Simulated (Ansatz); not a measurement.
**Se on Cu(110), longbridge start, 2x2 cell: photoemission fingerprints**

Aim: how the adsorbate changes the work function, the valence spectrum and the core levels in Se on Cu(110), longbridge start, 2x2 cell.

Calculated with Ansatz 0.2.0; DFT, PBE, plane-wave PAW, scalar-relativistic; PAW set soft_1.

**1. The structure**

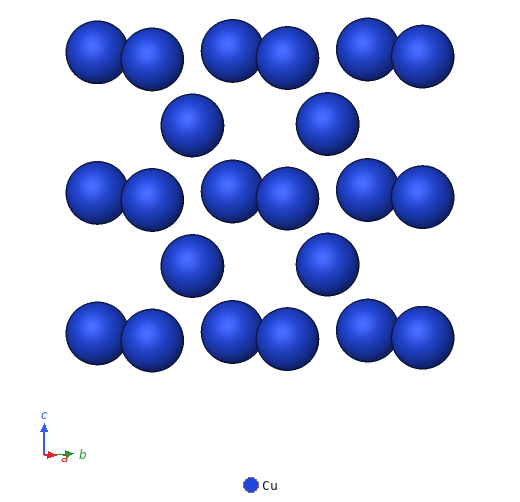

Start, viewed from the side, with the c axis up; copper blue. 1×2×1 cells are drawn. Some periodic images of atoms are drawn too.

The cell holds 5 atoms: 5 Cu. Cell: a = 3.630 Å, b = 2.567 Å, c = 20.134 Å, α = 90.0°, β = 90.0°, γ = 90.0°. It derives from Cu. Vacuum lies along c.

**2. The clean face**

The clean face is the reference for what the added atoms change.

The input, input.yaml:

```yaml
crystal:
  lattice:
    - [3.63, 0.0, 0.0]
    - [0.0, 2.5667976157, 0.0]
    - [0.0, 0.0, 20.1335952314]
  atoms:
    - { symbol: Cu, position: [0.0, 0.0, 0.627488289] }
    - { symbol: Cu, position: [0.5, 0.5, 0.563744145] }
    - { symbol: Cu, position: [0.0, 0.0, 0.5] }
    - { symbol: Cu, position: [0.5, 0.5, 0.436255855] }
    - { symbol: Cu, position: [0.0, 0.0, 0.372511711] }
kpoints:
  mp_grid: { grid: [12, 16, 1] }
scf:
  occupations: { method: fermi_dirac, width: 0.05 }
  n_extra_bands: 12
hamiltonian:
  xc: pbe
  pseudopotentials: { kind: paw, azcp: { folder: soft_1 } }
output:
  forces: true
  write_potential: true
  volumetric_format: []
  dos:
    projected: true
    de: 0.05
    e_range: [-30, 12]
    method: { smearing: { sigma: 0.1, scheme: gaussian } }
efield:
  axis: 3
  dipole_correction: true
relax:
  f_tol: 0.03
  max_steps: 50
  constraints: [{ sites: [2, 3, 4] }]
```

Run with:

```sh
$ ansatz run input.yaml --threads 8 --pin off --max-ram 40960MiB --backend cuda --events-out ev --progress --plain --runs-dir out
```

Numbers of over 12 decimals in the logs are rounded to 6 here.

Output:

```text
The last accepted step is kept in <dir> (removed where the run ends without a failure and the disk answers)
scf.n_extra_bands = 12 over 48 filled bands (N_el = 95.0): the run solves 60 bands
Engine: ansatz 0.2.0, aarch64-unknown-linux-gnu
Pseudopotentials: kind: paw
Pseudopotential: Cu, paw, valence charge 19, recommended cutoff 420 eV (normal), soft_1/Cu.paw.azcp
Functional definition: PBE
  parameter kappa = 0.804
  parameter beta = 0.066725
  exchange = pbe_x(kappa = kappa, mu = beta*pi^2/3)
  correlation = pbe_c(beta = beta)
[...]
Crystal: 5 atoms, lattice volume = 187.594 Å³
Basis set: ecut = 420 eV, 3695 PW (Γ), exchange–correlation on 50×36×270 points (8 copies of the dense FFT grid, shifted against one another)
Bands: 60, of which v1, the nominal top of the filled ones, is band 48 counted from 1 (47 counted from 0)
Symmetry: 4 space group operations
k-points: 63 of 192
Non-local potential: Cu, projectors of the file, l = 0: 3, l = 1: 2, l = 2: 3, l = 3: 1
PAW form: soft (Blöchl's): semilocal exchange-correlation on the pseudo side does not see the compensation charge
PAW one-centre angular grid: Cu, 590 points (default); XC on 64 Gauss nodes
Initial density: superposition of atomic densities (neutral atoms: chi_scale 0, normalization atom)
Initial wavefunctions: pseudopotential atomic-orbital guess
[...]
Functional: x = pbe(κ = 0.804, μ = 0.219515), c = pbe(β = 0.066725)
SCF iter   1: F=—  HF=-33127.825492 eV  |F-HF|=—  |Δ(HF+E_count)|=         —  Δρ=1.35e-1  dr2=2.11e1  ethr=3.10e-3  p=0.000 e·Å  D=3.31e-13 V/Å  ΔV_dip=-0.00 eV  dr2_dipole=3.85e-9  V_vac-E_F(+/−)=4.33/4.33 eV  ⟨swp⟩=9.3  Hψ=17376  notcnv=0  defer=54
efield: sawtooth ramp at fractional position 0.9500 (placed from the atoms, in the widest stretch of the axis that holds none; the zero of the levels goes with the place), width 0.1000; the density the first Hamiltonian is built on has a dipole p = 0.000 e·Å; the dipole correction subtracts the counter field D = 3.31e-13 V/Å, which shifts the + side's vacuum level by -0.00 eV against the − side's; the planar-averaged density in the ramp window peaks in size at 1.6e-5 e/Å³
preconditioner: auto → LDOS  [metal: Δε(μ)=0.025 eV  Ē_g=7.973 eV  σ=0.050 eV  W_gap=0.12  n_scr=36 (ndim 8)  ℏωp=20.1 eV  f_vac=0.615  D(μ)=1.93/eV (n_scr^D=8)  β→1.0]
SCF iter   2: F=—  HF=-33151.650216 eV  |F-HF|=—  |Δ(HF+E_count)|=    2.38e1  Δρ=2.82e-1  dr2=8.10e1  ethr=3.10e-3  p=0.000 e·Å  D=4.76e-6 V/Å  ΔV_dip=-0.00 eV  dr2_dipole=8.54e-8  V_vac-E_F(+/−)=3.31/3.31 eV  ⟨swp⟩=4.2  Hψ=11562  notcnv=0  defer=63  recentre
[...]
SCF iter  10: F=-33124.052454 eV  HF=-33124.052454 eV  |F-HF|=6.64e-9  |Δ(HF+E_count)|=   2.67e-6  Δρ=2.73e-5  dr2=1.09e-6  ethr=2.37e-8  p=-0.000 e·Å  D=-6.03e-7 V/Å  ΔV_dip=0.00 eV  dr2_dipole=1.08e-11  V_vac-E_F(+/−)=4.34/4.34 eV  ⟨swp⟩=17.3  Hψ=35940  notcnv=0
SCF 1 converged in 10 iterations: F = -33124.052454 eV  dr2 = 1.09e-6
  greatest PAW one-centre occupation: 1.000 electrons in one spin orbital (limit 2), on the Cu atom at site 4 (counted from 0), in its partial waves of l = 0
relax step   1: F+E_penalty+E_count = -33124.05245387 eV  Δ(F+E_penalty+E_count) = +0.000e0 eV  max|allowed force component| = 4.149e-1 eV/Å  Δτ_max = 0.0000 Å  (10 SCF iters, dr2 threshold 2.25e-5 eV, accepted)
[...]
iter 1 solved again at ethr=6.84e-6 eV; its pass at ethr=3.10e-3 eV (dr2=6.50e-3 eV) is discarded
SCF iter   1: F=—  HF=-33124.069344 eV  |F-HF|=—  |Δ(HF+E_count)|=         —  Δρ=2.52e-3  dr2=6.15e-3  ethr=6.84e-6  p=-0.000 e·Å  D=-2.80e-7 V/Å  ΔV_dip=0.00 eV  dr2_dipole=1.87e-5  V_vac-E_F(+/−)=4.34/4.34 eV  ⟨swp⟩=2.1  Hψ=11702  notcnv=0  defer=315
efield: sawtooth ramp at fractional position 0.9500 (handed on by an earlier solve), width 0.1000; the density the first Hamiltonian is built on has a dipole p = -0.000 e·Å; the dipole correction subtracts the counter field D = -2.80e-7 V/Å, which shifts the + side's vacuum level by +0.00 eV against the − side's; the planar-averaged density in the ramp window peaks in size at 2.3e-5 e/Å³
preconditioner: auto → LDOS  [metal: Δε(μ)=0.009 eV  Ē_g=8.633 eV  σ=0.050 eV  W_gap=0.04  n_scr=36 (ndim 8)  ℏωp=20.1 eV  f_vac=0.617  D(μ)=2.20/eV (n_scr^D=8)  β→1.0]
[...]
SCF 2 converged in 6 iterations: F = -33124.068048 eV  dr2 = 1.23e-6
[...]
relax step   2: F+E_penalty+E_count = -33124.06804817 eV  Δ(F+E_penalty+E_count) = -1.559e-2 eV  max|allowed force component| = 2.619e-1 eV/Å  Δτ_max = 0.0352 Å  (6 SCF iters, dr2 threshold 1.08e-5 eV, accepted)
[...]
SCF 3 converged in 8 iterations: F = -33124.078587 eV  dr2 = 1.86e-6
relax step   3: F+E_penalty+E_count = -33124.07858684 eV  Δ(F+E_penalty+E_count) = -1.054e-2 eV  max|allowed force component| = 1.576e-2 eV/Å  Δτ_max = 0.0498 Å  (8 SCF iters, dr2 threshold 4.29e-6 eV, accepted)
[...]
SCF 4 converged in 4 iterations: F = -33124.078589 eV  dr2 = 5.35e-8
relax step   4: F+E_penalty+E_count = -33124.07858878 eV  Δ(F+E_penalty+E_count) = -1.937e-6 eV  max|allowed force component| = 1.533e-2 eV/Å  Δτ_max = 0.0000 Å  (4 SCF iters, accepted)
[...]
SCF converged after 4 iterations
Free energy (F): -33124.078589 eV
Harris-Foulkes:  -33124.078589 eV  (|F-HF|=5.32e-9)
Internal energy: -33124.061593 eV  (E = F + TS)
E sigma→0 (E₀):  -33124.070091 eV
Entropy (-TS):   -0.016996 eV (-3.399 meV/atom)
Fermi energy:    2.187792 eV
Dipole field:    D = -0.001943 V/Å  (p = -0.002014 e·Å, saw-weighted, corrected)
Work function:   Φ+ = 4.3863 eV   Φ− = 4.3471 eV
Levels:          The Fermi level and band energies are counted from a zero that moves with the ramp; work functions are not
--- Per-component energies (eV) ---
  E_band       = -3154.382106
  E_kinetic    = 1304.810447
  E_local      = -162184.276362  (includes V_loc(G=0)·N_el)
  E_nonlocal   = 4464.694619
  E_hartree    = 78714.385320
  E_xc         = -339.806098
  E_vxc        = -438.330836  (∫ρ·V_xc dr)
  E_paw        = -9087.330587  (= ΣΔE_a)
  E_vpaw       = -3730.075441  (= ΣTr[D̂ρ^β])
  E_aug_tail   = 0.004822  (compensation charges beyond the density's cutoff)
  E_efield     = 0.000002  (sawtooth field / dipole correction)
  E_vefield    = -0.001497  (∫n·V_field dr)
  E_ewald      = 54003.456245
  E_smearing   = -0.016996  (= −TS)
  E_closure    = -0.000000  (closes the sum)
  Σ components = -33124.078589   (vs F -33124.078589, Δ=0.00e0)
--- Forces (eV/Å), atoms counted from 1 ---
  atom   1  Cu     0.00000000     0.00000000     0.01532797
  atom   2  Cu     0.00000000     0.00000000     0.00066124
  atom   3  Cu     0.00000000     0.00000000    -0.11633433
  atom   4  Cu     0.00000000     0.00000000    -0.32863638
  atom   5  Cu     0.00000000     0.00000000     0.42903469
  max |Σ_I F_I| component: 5.32e-5 eV/Å
--- Band table (eV; the first three rows and the last of 63) ---
  k-point 0: bands = [... 44 lower, 0.6844, 0.7630, 0.8547, 1.0153, 2.7515, 4.8683, 5.2465, 6.5717, ... 8 higher]
  k-point 1: bands = [... 44 lower, 0.6661, 0.7824, 0.8040, 1.0602, 2.8446, 5.0541, 5.3358, 6.6596, ... 8 higher]
  k-point 2: bands = [... 44 lower, 0.6296, 0.6740, 0.8293, 1.1831, 3.1148, 5.5687, 5.5990, 6.9217, ... 8 higher]
  k-point 62: bands = [... 44 lower, 0.8976, 2.4191, 2.6410, 4.8004, 5.2436, 6.1334, 6.2637, 6.8772, ... 8 higher]
--- Relaxed structure (4 steps of the walk, 4 accepted, 0 SCFs on fresh bases) ---
  F+E_penalty+E_count = -33124.07858878 eV   max|allowed force component| = 1.533e-2 eV/Å
  atoms:
    - { symbol: Cu, position: [0.0, 0.0, 0.623266] }
    - { symbol: Cu, position: [0.5, 0.5, 0.565948] }
    - { symbol: Cu, position: [0.0, 0.0, 0.500000] }
    - { symbol: Cu, position: [0.5, 0.5, 0.436256] }
    - { symbol: Cu, position: [0.0, 0.0, 0.372512] }
```

Elapsed: 4.5 s, on 1 × NVIDIA GB200 with 8 threads of Arm Neoverse V2, shared host; peak memory 1.4 GiB; 7.5 s of CPU time.

Relaxation path:

| step | energy less that of the first step (eV) | largest force component (eV/Å) |
| --- | --- | --- |
| 1 | 0.0000 | 0.4149 |
| 2 | -0.0156 | 0.2619 |
| 3 | -0.0261 | 0.0158 |
| 4 | -0.0261 | 0.0153 |

The run keeps the 4 symmetry operations that it works with, so distortions that break them were not tested.

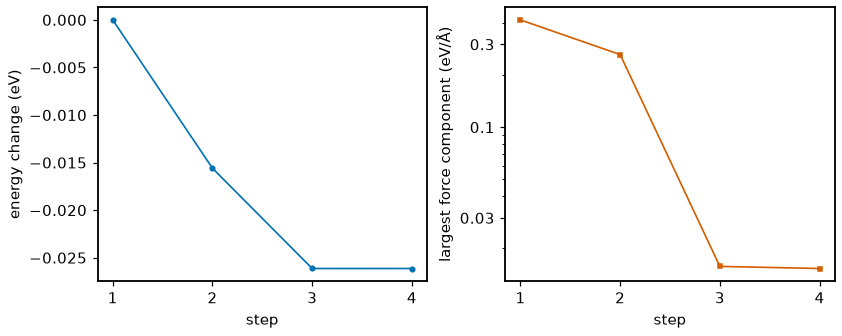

Energy and largest force along the relaxation.

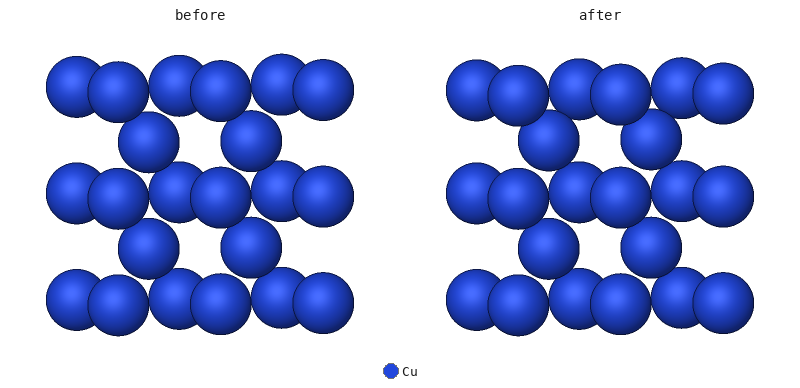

Before and after, at one scale.

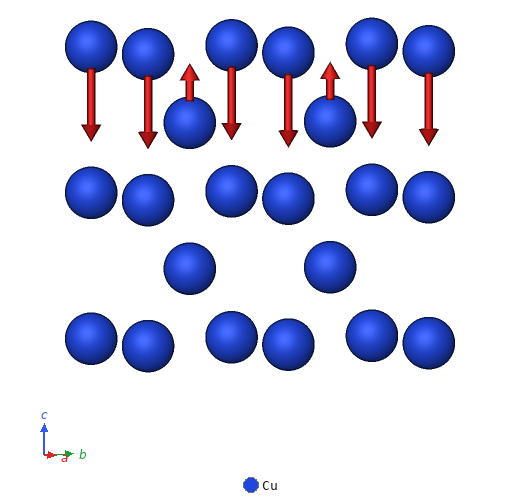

Displacements in the relaxation, exaggerated; the longest in the cell stands for 0.09 Å. 1×2×1 cells are drawn. Some periodic images of atoms are drawn too.

The atoms that moved most (Å):

| atom | dx | dy | dz | length |
| --- | --- | --- | --- | --- |
| Cu1 | 0.000 | 0.000 | -0.085 | 0.085 |
| Cu2 | 0.000 | 0.000 | 0.044 | 0.044 |

This step gave:

* free energy: -33124.0786 eV
* energy at zero smearing: -33124.0701 eV
* smearing term TS: 0.01700 eV
* Fermi energy: 2.188 eV
* symmetry operations: 4
* zero of energy: Fermi level
* share of occupied states in no projected shell: 0.0127 of the occupied states in the window
* DOS at the Fermi level: 2.159 states/eV/cell
* work function, upper face: 4.385 eV
* work function, lower face: 4.348 eV

This run's widths, added to any smearing of the DOS itself: Gaussian 0.45 eV, Lorentzian 0.2 eV. Intensity against binding energy, zero at the Fermi level; values in % of the maximum within 13 eV:

| binding energy (eV) | 21.2 eV | 40.8 eV | 150 eV | 1486.7 eV | 5414.7 eV |
| --- | --- | --- | --- | --- | --- |
| -1 | 0.809 | 0.805 | 0.804 | 0.843 | 1.21 |
| 0 | 3.33 | 3.26 | 3.22 | 4.09 | 12.2 |
| 1 | 21.0 | 21.0 | 20.9 | 22.2 | 34.9 |
| 2 | 95.3 | 95.2 | 95.3 | 95.3 | 96.0 |
| 3 | 74.7 | 74.2 | 74.5 | 74.8 | 77.3 |
| 4 | 38.4 | 37.9 | 38.3 | 39.4 | 50.6 |
| 5 | 7.43 | 7.33 | 7.31 | 8.95 | 24.7 |
| 6 | 1.93 | 1.91 | 1.84 | 3.37 | 18.1 |
| 7 | 0.747 | 0.738 | 0.697 | 1.56 | 9.84 |
| 8 | 0.435 | 0.429 | 0.394 | 1.12 | 8.02 |
| 9 | 0.223 | 0.222 | 0.219 | 0.293 | 1.01 |
| 10 | 0.157 | 0.156 | 0.156 | 0.174 | 0.346 |

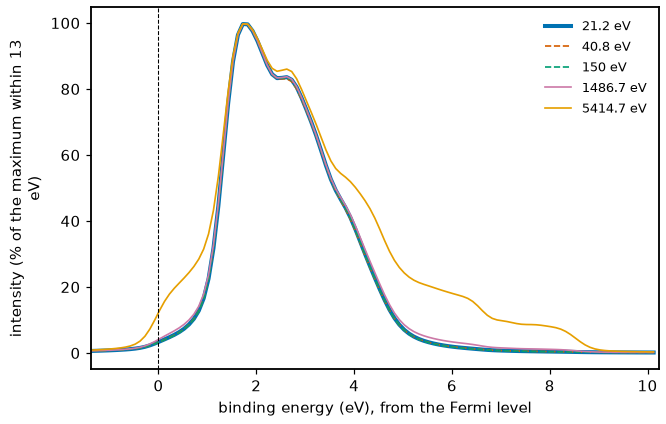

Intensity against binding energy.

The planar mean, electrostatic potential oscillates, so the rows of the table below give means over windows of 1.19 Å about each position, cut where the curve ends. Its maxima inside the range that stand out by 2 % of the span (Å: eV): 8.2: -7.42, 9.4: -7.57, 10.7: -6.79, 11.9: -9.76. Its minima: 7.6: -10.7, 8.8: -11.4, 10.0: -11.4, 11.5: -11.6, 12.5: -11.2.

From the Fermi level. Table of planar mean, electrostatic potential by z; means over each step:

| z (Å) | planar mean, electrostatic potential (eV) |
| --- | --- |
| 0.59 | 4.36 |
| 1.78 | 4.35 |
| 2.97 | 4.35 |
| 4.17 | 4.34 |
| 5.35 | 4.19 |
| 6.54 | 0.620 |
| 7.73 | -8.97 |
| 8.93 | -9.59 |
| 10.12 | -9.49 |
| 11.30 | -9.86 |
| 12.49 | -9.38 |
| 13.69 | 2.07 |
| 14.88 | 4.29 |
| 16.06 | 4.38 |
| 17.25 | 4.39 |
| 18.44 | 4.39 |
| 19.63 | 4.38 |

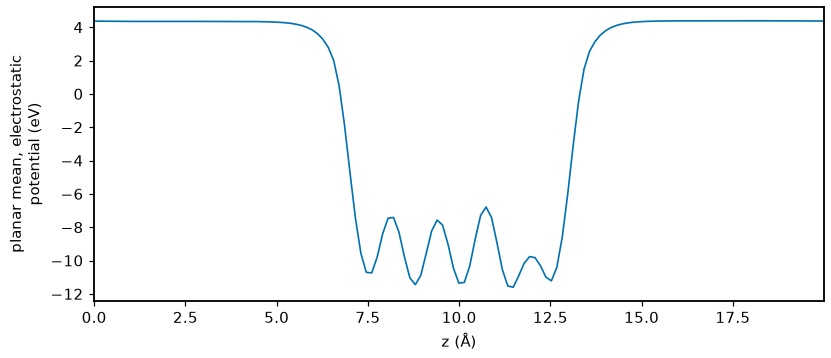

Planar mean, electrostatic potential against z.

The spectra weight each projected shell by its atomic cross section (Dirac–Hartree–Slater) and angular factor, for unpolarised light with the analyser at 90° from the beam. Broadening, on top of any smearing of the DOS itself: a Gaussian of 0.45 eV and a Lorentzian of 0.2 eV plus 0 times the binding energy (full widths), Fermi edge at 300 K. Each atom is damped by exp[−depth/(λ cos θ)], θ = 0° from the normal, λ from the universal curve. Curves are cut 10 eV under the photon energy, above any shell that the free atom's threshold puts out of reach, or at the lower edge of the window: 10.2 eV at 21.2 eV, 10.2 eV at 40.8 eV, 10.2 eV at 150 eV, 10.2 eV at 1486.7 eV and 10.2 eV at 5414.7 eV. Dipole terms alone, which is rough above 3 keV; no background, satellites or final-state effects.

How the area divides among the shells (%):

| shell | 21.2 eV | 40.8 eV | 150 eV | 1486.7 eV | 5414.7 eV |
| --- | --- | --- | --- | --- | --- |
| Cu 4s | 0.6 | 0.5 | 0.3 | 4.3 | 32.5 |
| Cu 3d | 99.3 | 99.4 | 99.7 | 95.6 | 67.1 |

Cross sections used, in Mb an electron:

| shell | 21.2 eV | 40.8 eV | 150 eV | 1486.7 eV | 5414.7 eV |
| --- | --- | --- | --- | --- | --- |
| Cu 4s | 0.027 | 0.035 | 0.011 | 2.8e-4 | 1.9e-5 |
| Cu 3d | 0.80 | 1.00 | 0.44 | 8.0e-4 | 5.5e-6 |

At the Fermi level the DOS is 2.16 states/eV a cell.

(Continued in part 2 of 4.)

[Logs are printed without paths, hosts, clocks, repeated set-up lines and the standing remarks that a program may print on its own settings, such as how far it seeks lower states.]

[Hosts, paths, dates, database ids (printed as entryN), source tags and the programs' standing remarks are cut or masked in the printed files.]

[Maps of the electrostatic potential energy from Ansatz leave out the sawtooth potential of an applied field or a dipole correction, so their vacuum need not be flat; work functions include it.]
